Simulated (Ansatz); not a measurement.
## Run report: Sn₂₂CdO₄₈ (charge −1), single-point calculation (part 2 of 2)

Continued. System: Sn₂₂CdO₄₈ (defect cell, 71 atoms in the cell, total charge −1). Method: DFT, HSE06, PAW, plane waves (Ansatz 0.2.0); cutoff 420 eV, 1×1×1 k-mesh, Fermi–Dirac smearing of 0.01 eV. 

## What the program printed, continued
```
SCF iter   9: F=—  HF=-168078.715576 eV  |F-HF|=—  |Δ(HF+E_count)|=  2.91e-11  Δρ=4.86e-8 (↑9.35e-9 ↓4.86e-8)  dr2=5.15e-11  dr2_m=4.05e-12  M=5.000 μB ∫|m|=5.749 μB  β_m=0.72  ethr=8.81e-12 (applied; sched 1.00e-12)  ⟨swp⟩=12.0  Hψ=1440  notcnv=0
SCF iter  10: F=—  HF=-168078.715576 eV  |F-HF|=—  |Δ(HF+E_count)|=  5.82e-11  Δρ=2.42e-8 (↑7.07e-9 ↓2.42e-8)  dr2=1.19e-11  dr2_m=1.13e-12  M=5.000 μB ∫|m|=5.749 μB  β_m=0.68  ethr=8.75e-12 (applied; sched 1.00e-12)  ⟨swp⟩=11.0  Hψ=1427  notcnv=0
SCF iter  11: F=—  HF=-168078.715576 eV  |F-HF|=—  |Δ(HF+E_count)|=  2.91e-11  Δρ=4.62e-8 (↑8.89e-9 ↓4.62e-8)  dr2=5.24e-11  dr2_m=3.62e-12  M=5.000 μB ∫|m|=5.749 μB  β_m=0.46  ethr=8.81e-12 (applied; sched 1.00e-12)  ⟨swp⟩=12.0  Hψ=1449  notcnv=0  recentre
SCF iter  12: F=—  HF=-168078.715576 eV  |F-HF|=—  |Δ(HF+E_count)|=    0.00e0  Δρ=1.44e-8 (↑8.65e-9 ↓1.44e-8)  dr2=2.31e-12  dr2_m=7.37e-13  M=5.000 μB ∫|m|=5.749 μB  β_m=0.53  ethr=9.07e-12 (applied; sched 1.00e-12)  ⟨swp⟩=17.5  Hψ=1474  notcnv=0
SCF iter  13: F=—  HF=-168078.715576 eV  |F-HF|=—  |Δ(HF+E_count)|=  2.91e-11  Δρ=1.76e-8 (↑6.88e-9 ↓1.76e-8)  dr2=5.22e-12  dr2_m=7.57e-13  M=5.000 μB ∫|m|=5.749 μB  β_m=0.53  ethr=8.45e-12 (applied; sched 1.00e-12)  ⟨swp⟩=18.0  Hψ=1479  notcnv=0
SCF iter  14: F=—  HF=-168078.715576 eV  |F-HF|=—  |Δ(HF+E_count)|=  2.91e-11  Δρ=2.70e-8 (↑4.76e-9 ↓2.70e-8)  dr2=1.41e-11  dr2_m=1.64e-12  M=5.000 μB ∫|m|=5.749 μB  β_m=0.55  ethr=8.53e-12 (applied; sched 1.00e-12)  ⟨swp⟩=18.5  Hψ=1481  notcnv=0  recentre
SCF iter  15: F=—  HF=-168078.715576 eV  |F-HF|=—  |Δ(HF+E_count)|=  2.91e-11  Δρ=1.82e-8 (↑4.55e-9 ↓1.82e-8)  dr2=5.36e-12  dr2_m=7.20e-13  M=5.000 μB ∫|m|=5.749 μB  β_m=0.55  ethr=8.81e-12 (applied; sched 1.00e-12)  ⟨swp⟩=12.0  Hψ=1432  notcnv=0
SCF iter  16: F=—  HF=-168078.715576 eV  |F-HF|=—  |Δ(HF+E_count)|=  5.82e-11  Δρ=1.48e-8 (↑6.53e-9 ↓1.48e-8)  dr2=4.91e-12  dr2_m=3.33e-13  M=5.000 μB ∫|m|=5.749 μB  β_m=0.46  ethr=9.07e-12 (applied; sched 1.00e-12)  ⟨swp⟩=17.5  Hψ=1474  notcnv=0
SCF iter  17: F=—  HF=-168078.715576 eV  |F-HF|=—  |Δ(HF+E_count)|=  2.91e-11  Δρ=1.23e-8 (↑4.55e-9 ↓1.23e-8)  dr2=3.19e-12  dr2_m=3.22e-13  M=5.000 μB ∫|m|=5.749 μB  β_m=0.36  ethr=9.07e-12 (applied; sched 1.00e-12)  ⟨swp⟩=18.5  Hψ=1476  notcnv=0
SCF iter  18: F=-168078.715576 eV  HF=-168078.715576 eV  |F-HF|=5.82e-11  |Δ(HF+E_count)|=  2.91e-11  Δρ=1.08e-8 (↑2.51e-9 ↓1.08e-8)  dr2=7.73e-13  dr2_m=2.79e-13  M=5.000 μB ∫|m|=5.749 μB  ethr=9.07e-12 (applied; sched 1.00e-12)  ⟨swp⟩=17.5  Hψ=1472  notcnv=0
SCF 11 converged in 18 iterations: F = -168078.715576 eV  dr2 = 7.73e-13
  Residual-converged pass: ⟨swp⟩=4.0  Hψ=1892  notcnv=0  max |occ|·‖R‖ = 7.9e-9 eV (tolerance 1.0e-8 eV)  dr2=6.92e-13  dr2_m=2.93e-13  dr2_onsite=5.81e-14  max |Δocc| = 1.2e-22
  greatest PAW one-centre occupation: 1.001 electrons in one spin orbital (limit 2), on the Cd atom at site 22 (counted from 0), in its partial waves of l = 1
hybrid outer 10: dexx = +1.953e-9 eV, tail = 1.36e-10 eV, Δε = 8.60e-6 eV (about 2.23e-5 eV left of the loop's levels), ΔF = 1.55e-5 eV/Å (tail 2.23e-4)
at 4 of the mixer's solves, all of them in the SCFs whose states led to this one, it left a direction of its history that read negative out of its fit and stepped the other way along it
NSCF: frozen V_eff on 1 k-points
this state was not tested for a lower state beside it, because the functional holds exact exchange (a hybrid, or Hartree-Fock), whose exchange loop this test does not read (fock_operator); the stability check (scf.self_checks: high) cannot read this state: a pseudopotential is PAW: the check reads norm-conserving sets alone
hybrid SCF converged: 10 outer / 257 inner (+89 warm-up), last move |dexx| = 1.95e-9 eV, tail = 1.36e-10 eV
Magnetization: 5.0000 μB (311.0000 up, 306.0000 down)
Absolute magnetization: 5.7485 μB (∫|ρ↑−ρ↓|, with the PAW one-centre terms)
Spin contamination: 0.0491 ħ² per cell (⟨S²⟩ above its minimum at these occupations)
Per-site moments (μB) at R_I (Å): [(-0.004460164670671058, 0.830394897600799), (-0.0031371417420470974, 0.830221342555123), (-0.00012329497310436806, 0.8481909769500433), (-0.00022688248920575381, 0.8483676590758388), (-0.00030968369099840107, 0.8488051889746414), (-0.0003723558675914198, 0.848164346315959), (-0.0002633417193248028, 0.8486425494943222), (-0.0003970239527994864, 0.8481234462710535)
Free energy (F): -168078.715576 eV
Harris-Foulkes:  -168078.715576 eV  (|F-HF|=5.82e-11)
Internal energy: -168078.715576 eV  (E = F + TS)
E sigma→0 (E₀):  -168078.715576 eV
Fermi energy:    8.340318 eV
--- Per-component energies (eV) ---
  E_band       = -3385.189621
  E_kinetic    = 13136.901970
  E_local      = -38465.252545  (includes V_loc(G=0)·N_el)
  E_nonlocal   = 1643.708758
  E_hartree    = 19451.243921
  E_xc         = -9531.782216
  E_vxc        = -5400.999284  (∫ρ·V_xc dr)
  E_exx        = -1836.230783  (= α·E_x^exact, valence–valence)
  E_paw        = -103761.059347  (= ΣΔE_a)
  E_vpaw       = -9529.692235  (= ΣTr[D̂ρ^β])
  E_aug_tail   = 0.117444  (compensation charges beyond the density's cutoff)
  E_ewald      = -48720.176305
  E_core_change = 3.813526  (= ΣΔE_core)
  E_smearing   = -0.000000  (= −TS)
  E_closure    = -0.000000  (closes the sum)
  E_deformation_potential = -16.942290  (in the stress; not in F)
  Σ components = -168078.715576   (vs F -168078.715576, Δ=0.00e0)
--- Forces (eV/Å), atoms counted from 1 ---
  atom   1  Sn    -0.15284340     0.20373430     1.72370539
  atom   2  Sn     0.04440518    -0.02416155    -1.33992254
  atom   3  Sn    -0.03261545    -0.01093240     0.05442651
  atom   4  Sn    -0.04132352    -0.05359033     0.00282080
  atom   5  Sn    -0.02422538    -0.01111202    -0.06200094
  atom   6  Sn    -0.02544995    -0.04742406     0.02860336
  atom   7  Sn    -0.00628332    -0.00450017     0.08149563
  atom   8  Sn    -0.01144657    -0.00220560    -0.09657854
  atom   9  Sn    -0.07242488     0.07419338     0.11627012
  atom  10  Sn     0.03372681    -0.05504706    -0.07592800
  atom  11  Sn     0.33227983     0.64057036     0.36610208
  atom  12  Sn     0.37065265     0.46924136    -0.48030708
  atom  13  Sn     0.15264768     0.37407453     0.12752009
  atom  14  Sn     1.21770378    -1.35121382    -0.01881675
  atom  15  Sn     0.05166750    -0.30780046     0.09741043
  atom  16  Sn     0.63955827    -0.93484556    -0.11377563
  atom  17  Sn    -0.80919254     1.08443341     0.07974402
  atom  18  Sn    -0.03253900     0.38255885     0.07580777
  atom  19  Sn    -0.68249736     1.05424298    -0.15895236
  atom  20  Sn    -0.32056983    -0.59563635     0.29252944
  atom  21  Sn    -0.36458008    -0.47983932    -0.44460372
  atom  22  Sn    -0.09781273    -0.36340304     0.20774469
  atom  23  Cd    -0.00118109     0.00039667    -0.00765709
  atom  24  O      0.20628872     0.13843393    -0.00782755
  atom  25  O     -0.59435249    -0.73994436    -0.34584406
  atom  26  O     -0.25141520    -0.32166613     0.25675216
  atom  27  O      0.01800547     0.37545015     0.04185431
  atom  28  O     -0.00024515     0.32922824    -0.15835600
  atom  29  O      0.03301084     0.17879186     0.09102517
  atom  30  O      0.29636336    -0.00958021    -0.02141141
  atom  31  O      0.29602436    -0.09584929    -0.19953225
  atom  32  O      0.26819566    -0.10942450     0.25184809
  atom  33  O      0.11127776     0.17257607    -0.09328266
  atom  34  O      0.77132032     0.79784772     0.05468386
  atom  35  O      0.08760218     0.12408597     0.05156235
  atom  36  O     -0.09693095    -0.18811409    -0.10710797
  atom  37  O     -0.77308289    -0.81173507     0.06932767
  atom  38  O     -0.11406532    -0.12248183     0.06055433
  atom  39  O     -0.29575111     0.04180703    -0.00894730
  atom  40  O     -0.34578589     0.10705904    -0.19859174
  atom  41  O     -0.25180504     0.10023445     0.19338318
  atom  42  O     -0.04214011    -0.35555369    -0.01171485
  atom  43  O     -0.01825421    -0.26281819    -0.12766170
  atom  44  O     -0.03727596    -0.14287043     0.09443759
  atom  45  O     -0.21468713    -0.10647613    -0.10626630
  atom  46  O      0.61157357     0.70546348    -0.35591504
  atom  47  O      0.26739558     0.36451216     0.22960279
  atom  48  O     -0.16035075     0.05314677    -0.02982340
  atom  49  O     -0.07996038     0.01146589     0.03762485
  atom  50  O     -0.05160535     0.00224158    -0.00679145
  atom  51  O     -0.14882707     0.25473762    -0.39170696
  atom  52  O     -0.03657534     0.05200167     0.00710543
  atom  53  O     -0.10680524     0.16960428     0.24615182
  atom  54  O      0.02124080    -0.02853824    -0.11674572
  atom  55  O      0.02558853    -0.04919949     0.17431781
  atom  56  O     -0.01552626    -0.01784372     0.01904088
  atom  57  O     -0.01164022     0.16020956    -0.06658941
  atom  58  O     -0.04923412     0.11333593     0.05299549
  atom  59  O      0.01278362     0.08733289     0.01160364
  atom  60  O      0.00912767    -0.19642972    -0.09051003
  atom  61  O      0.06707974    -0.13571928     0.04609761
  atom  62  O     -0.01054091    -0.06068621     0.02064910
  atom  63  O     -0.09658772     0.05284956    -0.19660811
  atom  64  O      0.03685295     0.04788966     0.09308758
  atom  65  O     -0.00032963     0.00426661    -0.01722445
  atom  66  O      0.14169977    -0.28787793    -0.28467667
  atom  67  O      0.03499401    -0.09764490     0.02840321
  atom  68  O      0.01030055    -0.30012403     0.34181054
  atom  69  O      0.16311800    -0.04766490     0.00279321
  atom  70  O      0.08583007     0.02508964     0.03476846
  atom  71  O      0.06044282    -0.02315964    -0.02397213
  max |Σ_I F_I| component: 1.16e-5 eV/Å
--- Charged-cell corrections in eV (Makov–Payne, q = -1.000 e, ε = 12.000) ---
  F (periodic)     = -168078.715576  (uncorrected; the corrections below are reported, never added to it)
  E_corr1          = +0.177863  (monopole, q²α_M/2εL)
  F Makov-Payne    = -168078.537714  (F + E_corr1; no measured alignment; for a localised charge, not one spread in a band: unchecked)
--- Band table (eV) ---
  k-point 0 ↑: bands = ["-97.0497", "-56.9229", "-56.8733", "-56.5926", "-15.2655", "-15.1616", "-15.0892", "-15.0512", "-15.0341", "-15.0265", ... 171 levels left out ..., "1.1509", "1.2361", "1.3129", "1.5112", "1.5528", "1.7123", "1.9405", "2.0198", "2.1980", "2.3683", "2.4230", "2.4662", "2.5291", "2.5774", "2.6362", "2.6666", "2.6999", "2.7423", "2.7997", "2.8684", "2.9314", "3.0664", "3.1144", "3.1999", "3.2310", "3.2619", "3.3010", "3.3122", "3.3771",
      "3.4153", "3.5006", "3.5492", "3.5792", "3.6322", "3.6978", "3.7726", "3.8194", "3.9034", "3.9512", "3.9855", "4.0182", "4.0711", "4.1099", "4.1325", "4.1528", "4.2140", "4.2756", "4.3133", "4.3544", "4.3997", "4.4536", "4.5206", "4.5670", "4.6095", "4.6496", "4.7210", "4.7606", "4.7857", "4.8200", "4.8650", "4.9195", "5.0009", "5.0573", "5.1261", "5.1718", "5.1998", "5.3165", "5.3657", "5.3824",
      "5.4324", "5.4808", "5.5102", "5.5516", "5.5851", "5.6593", "5.7089", "5.7268", "5.7617", "5.7791", "5.8175", "5.8332", "5.8565", "5.8869", "5.9049", "5.9649", "5.9722", "6.0381", "6.0496", "6.0670", "6.0866", "6.1045", "6.1302", "6.1639", "6.1820", "6.2150", "6.2381", "6.2605", "6.2778", "6.2886", "6.3162", "6.3252", "6.3371", "6.3620", "6.3865", "6.4174", "6.4352", "6.4415", "6.4603", "6.4751",
      "6.5009", "6.5298", "6.5438", "6.5808", "6.5993", "6.6204", "6.6309", "6.6613", "6.6860", "6.7335", "6.7791", "6.7929", "6.8415", "6.8769", "6.9014", "6.9353", "6.9779", "7.0876", "7.1275", "7.2643", "7.4749", "11.4369", "12.8070", "13.0671", "13.3381", "13.6549", "13.9587", "14.1805", "14.2898", "14.4440", "14.4650", "14.5036", "14.6275", "14.7833", "14.8866", "15.0225", "15.2700", "15.2853", "15.4404", "15.5587",
      "15.6887", "15.8491", "16.0334", "16.1464", "16.2439", "16.3824", "16.4396", "16.6180", "16.7561", "17.1737", "17.2595", "17.3923", "17.4132", "17.6704", "17.7400", "17.8682", "17.9152", "17.9324", "17.9837", "18.0892", "18.1049", "18.2193", "18.2515", "18.3605", "18.4675", "18.4816", "18.6106", "18.6335", "18.8479", "18.9424", "19.1861", "19.3616", "19.4706", "19.6408", "19.7966", "19.8389", "19.8569", "19.9190", "19.9966", "20.0167",
      "20.0797", "20.2204", "20.2353", "20.2770", "20.4166", "20.4725", "20.4778", "20.5841", "20.6123", "20.7787", "20.8337"]
  k-point 0 ↓: bands = ["-96.7767", "-56.5444", "-56.5301", "-56.4265", "-15.0723", "-15.0482", "-15.0467", "-15.0231", "-14.9987", "-14.9649", ... 171 levels left out ..., "1.2365", "1.3207", "1.3983", "1.6044", "1.6235", "1.8706", "1.9709", "2.1976", "2.3899", "2.5021", "2.5662", "2.6277", "2.6629", "2.6991", "2.7264", "2.7408", "2.7771", "2.8209", "3.0482", "3.0896", "3.1246", "3.2347", "3.2511", "3.3195", "3.3960", "3.4503", "3.4631", "3.5672", "3.5920",
      "3.6216", "3.7453", "3.7893", "3.8071", "3.9503", "4.0057", "4.0342", "4.0798", "4.1107", "4.1214", "4.1707", "4.2405", "4.2721", "4.3098", "4.3647", "4.3966", "4.4358", "4.4868", "4.5413", "4.5928", "4.6946", "4.7660", "4.7922", "4.8326", "4.8863", "4.9301", "5.0343", "5.0450", "5.0870", "5.1358", "5.2526", "5.2770", "5.3564", "5.3995", "5.4596", "5.4690", "5.5708", "5.6098", "5.6432", "5.6626",
      "5.7152", "5.7582", "5.7759", "5.8023", "5.8549", "5.9175", "5.9353", "5.9614", "5.9798", "5.9975", "6.0771", "6.0877", "6.1133", "6.1361", "6.1657", "6.1861", "6.2137", "6.2379", "6.2574", "6.2832", "6.3055", "6.3180", "6.3277", "6.3454", "6.3570", "6.3709", "6.4163", "6.4434", "6.4700", "6.4797", "6.4978", "6.5233", "6.5322", "6.5496", "6.5703", "6.5965", "6.6338", "6.6601", "6.6996", "6.7241",
      "6.7492", "6.7898", "6.8096", "6.8392", "6.8790", "6.9160", "6.9537", "7.0499", "7.0579", "7.0845", "7.1607", "7.2408", "7.3086", "7.7966", "7.8817", "8.1058", "8.5749", "8.7097", "8.7284", "8.7697", "9.0010", "11.5413", "12.8943", "13.1775", "13.4144", "13.7423", "14.0145", "14.2735", "14.3615", "14.5036", "14.5311", "14.5569", "14.6999", "14.8281", "14.9556", "15.0501", "15.3439", "15.3581", "15.4850", "15.6382",
      "15.7373", "15.9066", "16.0794", "16.1893", "16.2827", "16.4485", "16.4736", "16.6844", "16.8671", "17.2833", "17.4096", "17.4269", "17.4535", "17.7102", "17.8039", "17.9411", "17.9715", "17.9881", "18.0645", "18.1500", "18.1948", "18.2778", "18.2923", "18.3959", "18.4905", "18.5555", "18.6654", "18.7293", "18.9274", "19.0250", "19.2353", "19.4044", "19.5200", "19.6915", "19.8520", "19.8777", "19.9002", "19.9909", "20.0700", "20.0969",
      "20.1447", "20.2579", "20.2859", "20.3198", "20.4626", "20.5087", "20.5151", "20.6423", "20.6576", "20.8273", "20.8879"]
--- Löwdin populations: 71 sites ---
  site symbol       q [e]    m [muB]
     0     Sn     12.1644    -0.0447
     1     Sn     12.1559    -0.0336
     2     Sn     12.1659    -0.0026
     3     Sn     12.1674    -0.0013
     4     Sn     12.1696    -0.0019
     5     Sn     12.1652    -0.0038
     6     Sn     12.1671    -0.0037
     7     Sn     12.1695    -0.0041
     8     Sn     12.1742    -0.0117
     9     Sn     12.1754    -0.0109
    10     Sn     12.1846    -0.0184
    11     Sn     12.1730    -0.0075
    12     Sn     12.1807    -0.0158
    13     Sn     12.1628    -0.0241
    14     Sn     12.1712    -0.0085
    15     Sn     12.1608    -0.0187
    16     Sn     12.1627    -0.0238
    17     Sn     12.1713    -0.0080
    18     Sn     12.1609    -0.0189
    19     Sn     12.1845    -0.0180
    20     Sn     12.1731    -0.0076
    21     Sn     12.1808    -0.0148
    22     Cd     18.2920     0.1352
    23      O      6.6876     0.4238
    24      O      6.8478     0.0517
    25      O      6.8530     0.0219
    26      O      6.8499     0.0127
    27      O      6.8563     0.0011
    28      O      6.8558     0.0135
    29      O      6.8465     0.0181
    30      O      6.8497     0.0246
    31      O      6.8474     0.0380
    32      O      6.8560     0.0186
    33      O      6.9224     0.0758
    34      O      6.8590     0.0009
    35      O      6.8587     0.0124
    36      O      6.9245     0.0700
    37      O      6.8579     0.0039
    38      O      6.8468     0.0185
    39      O      6.8476     0.0334
    40      O      6.8472     0.0400
    41      O      6.8493     0.0165
    42      O      6.8570     0.0023
    43      O      6.8570     0.0117
    44      O      6.7110     0.3874
    45      O      6.8487     0.0473
    46      O      6.8540     0.0172
    47      O      6.8580     0.0007
    48      O      6.8561     0.0013
    49      O      6.8582     0.0024
    50      O      6.4976     0.7834
    51      O      6.8640    -0.0001
    52      O      6.5703     0.6578
    53      O      6.8537     0.2439
    54      O      6.8635     0.2222
    55      O      6.8567     0.0148
    56      O      6.8517     0.0163
    57      O      6.8558     0.0027
    58      O      6.8552     0.0108
    59      O      6.8532     0.0139
    60      O      6.8559     0.0013
    61      O      6.8534     0.0152
    62      O      6.8685     0.2122
    63      O      6.8527     0.2461
    64      O      6.8565     0.0148
    65      O      6.5485     0.6946
    66      O      6.8641    -0.0010
    67      O      6.5434     0.7054
    68      O      6.8580     0.0020
    69      O      6.8564     0.0012
    70      O      6.8584     0.0008
  spilling = 0.005455 (of n_electrons = 617.000000)
```

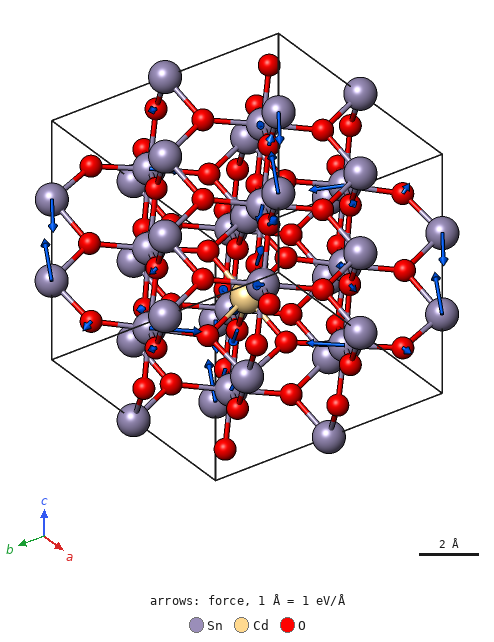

Fig. 1: Forces on the atoms as blue arrows (ball-and-stick view of the cell of the calculation, seen at an oblique angle); the smallest are left out. The largest act on Sn14 (1.82 eV/Å); Sn1 (1.74 eV/Å); Sn17 (1.36 eV/Å); Sn2 (1.34 eV/Å), among others. Atoms are counted from 1 in the order of the input and aren't labelled in the picture. 

## Key numbers

```tsv
quantity	value
outcome	converged
electrons treated	617
free energy	−168078.7156 eV
Fermi energy	8.340 eV
net moment of the cell	5.00 μB
largest force (length of the vector)	1.819 eV/Å
hardware	1 × NVIDIA H100 80GB HBM3, 4 threads of AMD EPYC, 65 GiB of memory available, shared host
wall time	3.5 min (CPU time 5.6 min)
peak memory	3.2 GiB
```

## Notes

The program warns: the state was not tested for a lower one. The cell is charged and computed with a neutralising background, so its energy and pressure depend on the cell and aren't those of a real crystal. The k-point mesh is coarse for a cell of this size, so the results may not be converged.
